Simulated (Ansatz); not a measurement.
# BrH₄NSi + H₂: a complex and its separated parts

The complex below is one end of an elementary step. How strongly is it bound against its free parts?

Computed with Ansatz 0.2.0, Gaussian basis. Level: PBE0-D4/def2-TZVP structures, single points in def2-TZVPP, no counterpoise correction.

Levels: SPW92, PBE-D4, BLYP-D4, r2SCAN-D4, B97M-V, PBE0-D4, B3LYP-D4, r2SCAN0-D4, BHLYP-D4, CAM-B3LYP-D4, wB97X-V, wB97M-V, B2PLYP, PBE-QIDH, RPA on PBE, Hartree-Fock, MP2, CCSD, CCSD(T).

Cores are frozen in the correlated methods. Filled d shells of the heavier atoms are correlated. B3LYP uses VWN-RPA correlation. B2PLYP carries no dispersion term here.

96 further runs of the same task are left out: 2 that didn't finish, 94 set aside as unsound or not needed. Runs told in other sessions of the task aren't counted.

## Step 1: Where the work starts

The complex: 9 atoms, charge 0, spin multiplicity 1.

Atoms are counted from 1 here; the program's logs count them from 0.

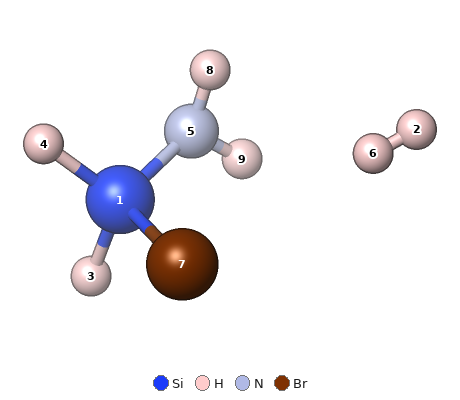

As it starts; silicon blue, hydrogen pink, nitrogen light blue, bromine brown; atoms are numbered from 1 in the order of the file.

Coordinates:

```xyz
9

Si   -1.18441   -0.53637    0.39157
H     3.05950    0.89567   -0.28059
H    -1.72532   -1.77464   -0.20674
H    -2.19172    0.24058    1.14361
N    -0.55948    0.44165   -0.85215
H     2.54399    0.51748    0.10593
Br    0.31431   -1.21291    1.91887
H    -0.28520    1.39154   -0.65655
H     0.02823    0.03720   -1.56406
```

Its parts: BrH₄NSi holds atoms 1, 3, 4, 5, 7, 8, 9; H₂ holds atoms 2, 6. Each part counts its atoms afresh in its own runs.

## Step 2: Relaxing BrH₄NSi alone

relax-a/in.yaml

```yaml
crystal:
  periodic: [false, false, false]
  atoms:
    - {symbol: Si, position_ang: [-1.184415, -0.536371, 0.391572]}
    - {symbol: H, position_ang: [-1.725316, -1.774644, -0.206741]}
    - {symbol: H, position_ang: [-2.191717, 0.240577, 1.143614]}
    - {symbol: N, position_ang: [-0.559482, 0.441646, -0.852150]}
    - {symbol: Br, position_ang: [0.314311, -1.212906, 1.918871]}
    - {symbol: H, position_ang: [-0.285198, 1.391544, -0.656547]}
    - {symbol: H, position_ang: [0.028233, 0.037200, -1.564058]}
basis:
  gaussian: {orbitals: def2-TZVP}
hamiltonian: {xc: pbe0, dispersion: d4}
relax: {f_tol: 0.005, max_steps: 200}
```

Started as:

```console
$ ansatz run in.yaml --threads 4 --pin off --events-out ev --progress --plain --max-ram 9574MiB
```

Log (excerpt; [...] marks lines left out):

```text
Functional definition: PBE0
  name "PBE0"
  cite "Adamo & Barone, J. Chem. Phys. 110, 6158 (1999) doi:10.1063/1.478522"
  cite "Perdew, Burke & Ernzerhof, Phys. Rev. Lett. 77, 3865 (1996) doi:10.1103/PhysRevLett.77.3865"
  parent pbe
[...]
1012 factors; their error is unknown
[...]
mean field -79468.97317065 eV, -2920.4308980166 hartree, gradient 7.5e-5 eV, S^2 0.000000; 0 other end points of the search recorded, 0 dependent functions left out
[...]
reference -79468.97319857 eV, -2920.4308990429 hartree; 30, 30 occupied and 110, 110 virtual orbitals, 1012 factors
[...]
Total energy: -79469.08790169 eV, -2920.4351143048 hartree
Atom 0 at    -1.182504    -0.536756     0.392807 Å, force    -0.000979     0.000464    -0.001029 eV/Å
Atom 1 at    -1.724559    -1.773866    -0.207121 Å, force     0.000090    -0.000021     0.000016 eV/Å
Atom 2 at    -2.190852     0.240896     1.142918 Å, force     0.000081     0.000022     0.000044 eV/Å
Atom 3 at    -0.559034     0.441655    -0.852010 Å, force     0.002188     0.001068    -0.000845 eV/Å
Atom 4 at     0.312938    -1.214210     1.920336 Å, force     0.000787    -0.000445     0.000935 eV/Å
Atom 5 at    -0.286585     1.392182    -0.657198 Å, force    -0.001061    -0.000648     0.000371 eV/Å
Atom 6 at     0.027013     0.037145    -1.565172 Å, force    -0.001106    -0.000440     0.000507 eV/Å
Dipole moment:     0.011681     0.248908    -0.367431 e Å
```

Run time: 17 s. Hardware: 4 threads of Intel Xeon at 2.50GHz, shared host.

Along the way:

```csv
step,energy from step 1 (eV),largest force component (eV/Å)
1,0.0000,0.0289
2,0.0000,0.0110
3,0.0000,0.0064
4,0.0000,0.0022
```

Close pairs (by a distance rule), those that changed most:

```csv
bond,before (Å),after (Å),change (Å)
Si1–Br5,2.244,2.242,-0.002
Si1–N4,1.701,1.702,+0.000
Si1–H2,1.478,1.478,+0.000
Si1–H3,1.478,1.478,+0.000
N4–H6,1.008,1.008,-0.000
N4–H7,1.008,1.008,-0.000
```

## Step 3: Relaxing H₂ alone

relax-b/in.yaml

```yaml
crystal:
  periodic: [false, false, false]
  atoms:
    - {symbol: H, position_ang: [3.059499, 0.895670, -0.280591]}
    - {symbol: H, position_ang: [2.543985, 0.517483, 0.105931]}
basis:
  gaussian: {orbitals: def2-TZVP}
hamiltonian: {xc: pbe0, dispersion: d4}
relax: {f_tol: 0.005, max_steps: 200}
```

Started as:

```console
$ ansatz run in.yaml --threads 4 --pin off --events-out ev --progress --plain --max-ram 9574MiB
```

Log (excerpt; [...] marks lines left out):

```text
[... 5 set-up lines as earlier in the session ...]
[...]
88 factors; their error is unknown
[...]
mean field -31.78863450 eV, -1.1682107709 hartree, gradient 1.7e-5 eV, S^2 0.000000; 0 other end points of the search recorded, 0 dependent functions left out
[...]
reference -31.78866860 eV, -1.1682120240 hartree; 1, 1 occupied and 11, 11 virtual orbitals, 88 factors
Total energy: -31.79027515 eV, -1.1682710636 hartree
Atom 0 at     3.059163     0.895424    -0.280339 Å, force    -0.000612    -0.000449     0.000459 eV/Å
Atom 1 at     2.544321     0.517729     0.105679 Å, force     0.000612     0.000449    -0.000459 eV/Å
Dipole moment:     0.000000     0.000000    -0.000000 e Å
```

Wall time 0.56 s (4 threads of Intel Xeon at 2.50GHz, shared host).

Relaxation path:

```csv
step,energy from step 1 (eV),largest force component (eV/Å)
1,0.0000,0.0248
2,0.0000,0.0006
```

The bond:

```csv
bond,before (Å),after (Å),change (Å)
H1–H2,0.747,0.746,-0.001
```

## Step 4: SPW92/def2-TZVPP

parta/in.yaml

```yaml
crystal:
  periodic: [false, false, false]
  atoms:
    - {symbol: Si, position_ang: [-1.182504, -0.536756, 0.392807]}
    - {symbol: H, position_ang: [-1.724559, -1.773866, -0.207121]}
    - {symbol: H, position_ang: [-2.190852, 0.240896, 1.142918]}
    - {symbol: N, position_ang: [-0.559034, 0.441655, -0.852010]}
    - {symbol: Br, position_ang: [0.312938, -1.214210, 1.920336]}
    - {symbol: H, position_ang: [-0.286585, 1.392182, -0.657198]}
    - {symbol: H, position_ang: [0.027013, 0.037145, -1.565172]}
basis:
  gaussian: {orbitals: def2-TZVPP}
hamiltonian: {xc: lda}
```

partb/in.yaml

```yaml
crystal:
  periodic: [false, false, false]
  atoms:
    - {symbol: H, position_ang: [3.059163, 0.895424, -0.280339]}
    - {symbol: H, position_ang: [2.544321, 0.517729, 0.105679]}
basis:
  gaussian: {orbitals: def2-TZVPP}
hamiltonian: {xc: lda}
```

The same command starts each run, in its folder.

Started as:

```console
$ ansatz run in.yaml --threads 4 --pin off --events-out ev --progress --plain --max-ram 9574MiB
```

parta printed (excerpt; [...] marks lines left out):

```text
Functional definition: SPW92
  name "SPW92"
  cite "Dirac, Proc. Camb. Phil. Soc. 26, 376 (1930) doi:10.1017/S0305004100016108"
  cite "Slater, Phys. Rev. 81, 385 (1951) doi:10.1103/PhysRev.81.385"
  cite "Perdew & Wang, Phys. Rev. B 45, 13244 (1992) doi:10.1103/PhysRevB.45.13244"
[...]
1055 factors; their error is unknown
[...]
mean field -79340.82517874 eV, -2915.7215461759 hartree, gradient 2.1e-5 eV, S^2 0.000000; 0 other end points of the search recorded, 0 dependent functions left out
reference -79340.82521303 eV, -2915.7215474361 hartree; 30, 30 occupied and 147, 147 virtual orbitals, 1055 factors
Total energy: -79340.82521303 eV, -2915.7215474361 hartree
```

Log of partb (excerpt; [...] marks lines left out):

```text
[... 5 set-up lines as earlier in the session ...]
[...]
118 factors; their error is unknown
[...]
mean field -30.93528014 eV, -1.1368505765 hartree, gradient 4.4e-5 eV, S^2 0.000000; 0 other end points of the search recorded, 0 dependent functions left out
reference -30.93530082 eV, -1.1368513364 hartree; 1, 1 occupied and 27, 27 virtual orbitals, 118 factors
Total energy: -30.93530082 eV, -1.1368513364 hartree
```

They took 1.5 s (parta), 0.26 s (partb) on 4 threads of Intel Xeon at 2.50GHz, shared host.

## Step 5: PBE-D4/def2-TZVPP

Each input of step 4 (parta, partb) changes in the same lines:

```diff
-hamiltonian: {xc: lda}
+hamiltonian: {xc: pbe, dispersion: d4}
```

The same command starts each run, in its folder.

Started as:

```console
$ ansatz run in.yaml --threads 4 --pin off --events-out ev --progress --plain --max-ram 9574MiB
```

parta printed (excerpt; [...] marks lines left out):

```text
Functional definition: PBE
  name "PBE"
[... 2 set-up lines as earlier in the session ...]
[...]
1055 factors; their error is unknown
[...]
mean field -79465.61579711 eV, -2920.3075168149 hartree, gradient 2.0e-5 eV, S^2 0.000000; 0 other end points of the search recorded, 0 dependent functions left out
reference -79465.61583357 eV, -2920.3075181547 hartree; 30, 30 occupied and 147, 147 virtual orbitals, 1055 factors
Total energy: -79465.75172253 eV, -2920.3125119819 hartree
```

Output in partb (excerpt; [...] marks lines left out):

```text
[... 4 set-up lines as earlier in the session ...]
[...]
118 factors; their error is unknown
[...]
mean field -31.73221825 eV, -1.1661375118 hartree, gradient 3.1e-5 eV, S^2 0.000000; 0 other end points of the search recorded, 0 dependent functions left out
reference -31.73223993 eV, -1.1661383084 hartree; 1, 1 occupied and 27, 27 virtual orbitals, 118 factors
Total energy: -31.73425914 eV, -1.1662125131 hartree
```

Wall times: 2.1 s (parta), 0.32 s (partb) on 4 threads of Intel Xeon at 2.50GHz, shared host.

## Step 6: BLYP-D4/def2-TZVPP

The same edit goes into each in.yaml of step 5 (parta, partb):

```diff
-hamiltonian: {xc: pbe, dispersion: d4}
+hamiltonian: {xc: {name: BLYP}, dispersion: d4}
```

The same command starts each run, in its folder.

Started as:

```console
$ ansatz run in.yaml --threads 4 --pin off --events-out ev --progress --plain --max-ram 9574MiB
```

Log of parta (excerpt; [...] marks lines left out):

```text
Functional definition: BLYP
  name "BLYP"
  cite "Becke, Phys. Rev. A 38, 3098 (1988) doi:10.1103/PhysRevA.38.3098"
  cite "Lee, Yang & Parr, Phys. Rev. B 37, 785 (1988) doi:10.1103/PhysRevB.37.785"
[...]
1055 factors; their error is unknown
[...]
mean field -79482.15869191 eV, -2920.9154569856 hartree, gradient 1.8e-5 eV, S^2 0.000000; 0 other end points of the search recorded, 0 dependent functions left out
reference -79482.15900810 eV, -2920.9154686054 hartree; 30, 30 occupied and 147, 147 virtual orbitals, 1055 factors
Total energy: -79482.45728237 eV, -2920.9264299827 hartree
```

partb printed (excerpt; [...] marks lines left out):

```text
[... 4 set-up lines as earlier in the session ...]
[...]
118 factors; their error is unknown
[...]
mean field -31.82604610 eV, -1.1695856219 hartree, gradient 8.3e-5 eV, S^2 0.000000; 0 other end points of the search recorded, 0 dependent functions left out
reference -31.82623853 eV, -1.1695926932 hartree; 1, 1 occupied and 27, 27 virtual orbitals, 118 factors
Total energy: -31.83113640 eV, -1.1697726868 hartree
```

Times: 2.1 s (parta), 0.36 s (partb) on 4 threads of Intel Xeon at 2.50GHz, shared host.

## Step 7: r2SCAN-D4/def2-TZVPP

The same edit goes into each in.yaml of step 6 (parta, partb):

```diff
-hamiltonian: {xc: {name: BLYP}, dispersion: d4}
+hamiltonian: {xc: r2scan, dispersion: d4}
```

One command serves all of them, each in its own folder.

Started as:

```console
$ ansatz run in.yaml --threads 4 --pin off --events-out ev --progress --plain --max-ram 9574MiB
```

Output in parta (excerpt; [...] marks lines left out):

```text
Functional definition: r2SCAN
  name "r2SCAN"
  cite "Furness, Kaplan, Ning, Perdew & Sun, J. Phys. Chem. Lett. 11, 8208 (2020) doi:10.1021/acs.jpclett.0c02405"
  cite "Furness, Kaplan, Ning, Perdew & Sun, J. Phys. Chem. Lett. 11, 9248 (2020) doi:10.1021/acs.jpclett.0c03077"
  parent r2scan
[...]
1055 factors; their error is unknown
[...]
mean field -79480.27154065 eV, -2920.8461054557 hartree, gradient 1.5e-5 eV, S^2 0.000000; 0 other end points of the search recorded, 0 dependent functions left out
reference -79480.27155113 eV, -2920.8461058409 hartree; 30, 30 occupied and 147, 147 virtual orbitals, 1055 factors
Total energy: -79480.30220518 eV, -2920.8472323565 hartree
```

partb printed (excerpt; [...] marks lines left out):

```text
[... 5 set-up lines as earlier in the session ...]
[...]
118 factors; their error is unknown
[...]
mean field -31.87205326 eV, -1.1712763538 hartree, gradient 4.1e-5 eV, S^2 0.000000; 0 other end points of the search recorded, 0 dependent functions left out
reference -31.87205988 eV, -1.1712765970 hartree; 1, 1 occupied and 27, 27 virtual orbitals, 118 factors
Total energy: -31.87256126 eV, -1.1712950224 hartree
```

Times: 4 s (parta), 0.92 s (partb) on 4 threads of Intel Xeon at 2.50GHz, shared host.

## Step 8: B97M-V/def2-TZVPP

Each input of step 7 (parta, partb) changes in the same lines:

```diff
-hamiltonian: {xc: r2scan, dispersion: d4}
+hamiltonian: {xc: {name: B97M-V}}
```

The same command starts each run, in its folder.

Started as:

```console
$ ansatz run in.yaml --threads 4 --pin off --events-out ev --progress --plain --max-ram 9574MiB
```

Log of parta (excerpt; [...] marks lines left out):

```text
Functional definition: B97M-V
  name "B97M-V"
  cite "Mardirossian & Head-Gordon, J. Chem. Phys. 142, 074111 (2015) doi:10.1063/1.4907719"
  cite "Becke, J. Chem. Phys. 107, 8554 (1997) doi:10.1063/1.475007"
  cite "Vydrov & Van Voorhis, J. Chem. Phys. 133, 244103 (2010) doi:10.1063/1.3521275"
  # Of w^i u^j: cxij and so on, Table III.
[...]
  gx(w, u) = cx00 + cx01*u + cx02*u^2 + (cx10 + cx11*u)*w
[...]
  gos(w, u) = cos00 + cos01*u + cos03*u^3 + cos10*w + cos32*w^3*u^2
[...]
      + integral(e_c_pw_mod_opposite_spin*gos(b97_w_opposite, b97_u_opposite)) + vv10(b, c)
1055 factors; their error is unknown
[...]
mean field -79467.35469668 eV, -2920.3714201952 hartree, gradient 1.3e-5 eV, S^2 0.000000; 0 other end points of the search recorded, 0 dependent functions left out
reference -79467.35475015 eV, -2920.3714221604 hartree; 30, 30 occupied and 147, 147 virtual orbitals, 1055 factors
Total energy: -79467.35475015 eV, -2920.3714221604 hartree
```

partb printed (excerpt; [...] marks lines left out):

```text
[... 5 set-up lines as earlier in the session ...]
  # Of w^i u^j: cxij and so on, Table III.
[...]
  gx(w, u) = cx00 + cx01*u + cx02*u^2 + (cx10 + cx11*u)*w
  gss(w, u) = css00 + css02*u^2 + css10*w + (css32*w^3 + css42*w^4)*u^2
  gos(w, u) = cos00 + cos01*u + cos03*u^3 + cos10*w + cos32*w^3*u^2
[...]
      + integral(e_c_pw_mod_opposite_spin*gos(b97_w_opposite, b97_u_opposite)) + vv10(b, c)
118 factors; their error is unknown
[...]
mean field -31.90529991 eV, -1.1724981457 hartree, gradient 8.2e-6 eV, S^2 0.000000; 0 other end points of the search recorded, 0 dependent functions left out
reference -31.90532960 eV, -1.1724992365 hartree; 1, 1 occupied and 27, 27 virtual orbitals, 118 factors
Total energy: -31.90532960 eV, -1.1724992365 hartree
```

They took 8 s (parta), 0.73 s (partb) on 4 threads of Intel Xeon at 2.50GHz, shared host.

## Step 9: PBE0-D4/def2-TZVPP

Each input of step 8 (parta, partb) changes in the same lines:

```diff
-hamiltonian: {xc: {name: B97M-V}}
+hamiltonian: {xc: pbe0, dispersion: d4}
+output: {orbitals: {seedname: orbitals}}
```

The same command starts each run, in its folder.

Started as:

```console
$ ansatz run in.yaml --threads 4 --pin off --events-out ev --progress --plain --max-ram 9574MiB
```

parta printed (excerpt; [...] marks lines left out):

```text
[... 5 set-up lines as earlier in the session ...]
[...]
1095 factors; their error is unknown
[...]
mean field -79469.03233582 eV, -2920.4330722966 hartree, gradient 4.4e-5 eV, S^2 0.000000; 0 other end points of the search recorded, 0 dependent functions left out
reference -79469.03236370 eV, -2920.4330733210 hartree; 30, 30 occupied and 147, 147 virtual orbitals, 1095 factors
Total energy: -79469.14700288 eV, -2920.4372862332 hartree
```

partb printed (excerpt; [...] marks lines left out):

```text
[... 5 set-up lines as earlier in the session ...]
[...]
118 factors; their error is unknown
[...]
mean field -31.79610819 eV, -1.1684854238 hartree, gradient 5.5e-5 eV, S^2 0.000000; 0 other end points of the search recorded, 0 dependent functions left out
reference -31.79612418 eV, -1.1684860115 hartree; 1, 1 occupied and 27, 27 virtual orbitals, 118 factors
Total energy: -31.79773073 eV, -1.1685450510 hartree
```

Times: 3.5 s (parta), 0.46 s (partb) on 4 threads of Intel Xeon at 2.50GHz, shared host.

## Step 10: B3LYP-D4/def2-TZVPP

The same edit goes into each in.yaml of step 9 (parta, partb):

```diff
-hamiltonian: {xc: pbe0, dispersion: d4}
-output: {orbitals: {seedname: orbitals}}
+hamiltonian: {xc: {name: B3LYP}, dispersion: d4}
```

The same command starts each run, in its folder.

Started as:

```console
$ ansatz run in.yaml --threads 4 --pin off --events-out ev --progress --plain --max-ram 9574MiB
```

Output in parta (excerpt; [...] marks lines left out):

```text
Functional definition: B3LYP
  name "B3LYP"
  cite "Stephens, Devlin, Chabalowski & Frisch, J. Phys. Chem. 98, 11623 (1994) doi:10.1021/j100096a001"
[... 2 set-up lines as earlier in the session ...]
  cite "Vosko, Wilk & Nusair, Can. J. Phys. 58, 1200 (1980) doi:10.1139/p80-159"
[...]
1095 factors; their error is unknown
[...]
mean field -79483.70410223 eV, -2920.9722497672 hartree, gradient 7.8e-5 eV, S^2 0.000000; 0 other end points of the search recorded, 0 dependent functions left out
reference -79483.70434181 eV, -2920.9722585716 hartree; 30, 30 occupied and 147, 147 virtual orbitals, 1095 factors
Total energy: -79483.92674517 eV, -2920.9804317443 hartree
```

partb printed (excerpt; [...] marks lines left out):

```text
[... 6 set-up lines as earlier in the session ...]
[...]
118 factors; their error is unknown
[...]
mean field -32.10923033 eV, -1.1799924501 hartree, gradient 4.6e-5 eV, S^2 0.000000; 0 other end points of the search recorded, 0 dependent functions left out
reference -32.10937243 eV, -1.1799976722 hartree; 1, 1 occupied and 27, 27 virtual orbitals, 118 factors
Total energy: -32.11252350 eV, -1.1801134719 hartree
```

Wall times: 3.9 s (parta), 0.41 s (partb) on 4 threads of Intel Xeon at 2.50GHz, shared host.

## Step 11: r2SCAN0-D4/def2-TZVPP

The same edit goes into each in.yaml of step 10 (parta, partb):

```diff
-hamiltonian: {xc: {name: B3LYP}, dispersion: d4}
+hamiltonian: {xc: {name: r2SCAN0}, dispersion: d4}
```

One command serves all of them, each in its own folder.

Started as:

```console
$ ansatz run in.yaml --threads 4 --pin off --events-out ev --progress --plain --max-ram 9574MiB
```

Output in parta (excerpt; [...] marks lines left out):

```text
Functional definition: r2SCAN0
  name "r2SCAN0"
  cite "Bursch, Neugebauer, Ehlert & Grimme, J. Chem. Phys. 156, 134105 (2022) doi:10.1063/5.0086040"
[... 3 set-up lines as earlier in the session ...]
[...]
1095 factors; their error is unknown
[...]
mean field -79479.98510478 eV, -2920.8355791319 hartree, gradient 6.0e-5 eV, S^2 0.000000; 0 other end points of the search recorded, 0 dependent functions left out
reference -79479.98511312 eV, -2920.8355794382 hartree; 30, 30 occupied and 147, 147 virtual orbitals, 1095 factors
Total energy: -79480.02213439 eV, -2920.8369399450 hartree
```

Log of partb (excerpt; [...] marks lines left out):

```text
[... 6 set-up lines as earlier in the session ...]
[...]
118 factors; their error is unknown
[...]
mean field -31.85187427 eV, -1.1705347894 hartree, gradient 1.4e-5 eV, S^2 0.000000; 0 other end points of the search recorded, 0 dependent functions left out
reference -31.85187939 eV, -1.1705349777 hartree; 1, 1 occupied and 27, 27 virtual orbitals, 118 factors
Total energy: -31.85242077 eV, -1.1705548728 hartree
```

Wall times: 5.5 s (parta), 0.82 s (partb) on 4 threads of Intel Xeon at 2.50GHz, shared host.

## Step 12: BHLYP-D4/def2-TZVPP

The same edit goes into each in.yaml of step 11 (parta, partb):

```diff
-hamiltonian: {xc: {name: r2SCAN0}, dispersion: d4}
+hamiltonian: {xc: {name: BHLYP}, dispersion: d4}
```

The same command starts each run, in its folder.

Started as:

```console
$ ansatz run in.yaml --threads 4 --pin off --events-out ev --progress --plain --max-ram 9574MiB
```

Log of parta (excerpt; [...] marks lines left out):

```text
Functional definition: BHLYP
  name "BHLYP"
  cite "Becke, J. Chem. Phys. 98, 1372 (1993) doi:10.1063/1.464304"
[... 2 set-up lines as earlier in the session ...]
[...]
1170 factors; their error is unknown
[...]
mean field -79481.18870519 eV, -2920.8798106311 hartree, gradient 1.2e-5 eV, S^2 0.000000; 0 other end points of the search recorded, 0 dependent functions left out
reference -79481.18886934 eV, -2920.8798166633 hartree; 30, 30 occupied and 147, 147 virtual orbitals, 1170 factors
Total energy: -79481.37154668 eV, -2920.8865299318 hartree
```

partb printed (excerpt; [...] marks lines left out):

```text
[... 5 set-up lines as earlier in the session ...]
[...]
118 factors; their error is unknown
[...]
mean field -31.83806175 eV, -1.1700271887 hartree, gradient 5.6e-5 eV, S^2 0.000000; 0 other end points of the search recorded, 0 dependent functions left out
reference -31.83815731 eV, -1.1700307005 hartree; 1, 1 occupied and 27, 27 virtual orbitals, 118 factors
Total energy: -31.83990089 eV, -1.1700947760 hartree
```

Times: 3.7 s (parta), 0.36 s (partb) on 4 threads of Intel Xeon at 2.50GHz, shared host.

[end of part 1 of 2]
